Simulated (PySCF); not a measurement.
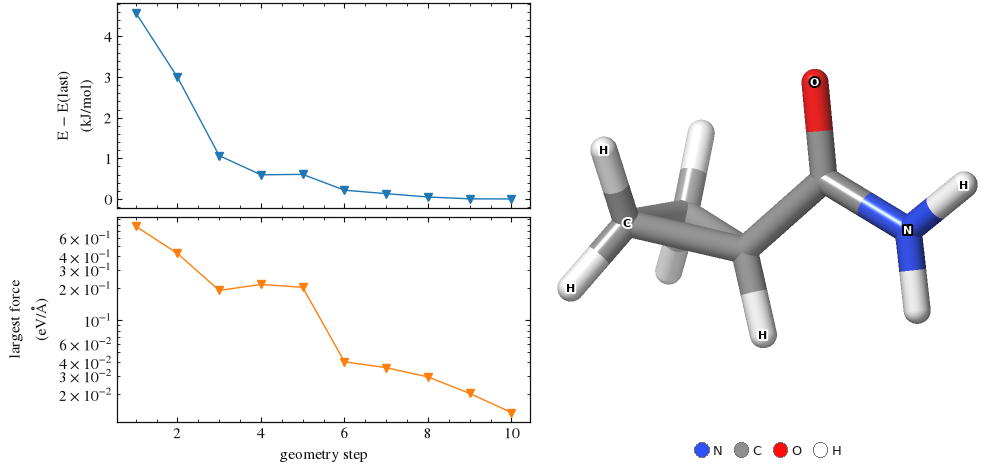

Beside the plot: the molecule at the start.

History of a geometry optimisation.

cyclopropanecarboxamide (SMILES NC(=O)C1CC1); PBE0-D3(BJ)/def2-SVP, geometry optimisation (PySCF 2.14.0, density fitting).

How did it end, and what did it gain?

Answer. The optimisation met its thresholds at geometry 10, counting the start as the first. The energy fell by about 4.6 kJ/mol from the first step to the last. The largest force goes from about 0.77 eV/Å at the start to 0.013 eV/Å at the end.

By which step was nine tenths of the energy gained?

Answer. By step 6 of 10.
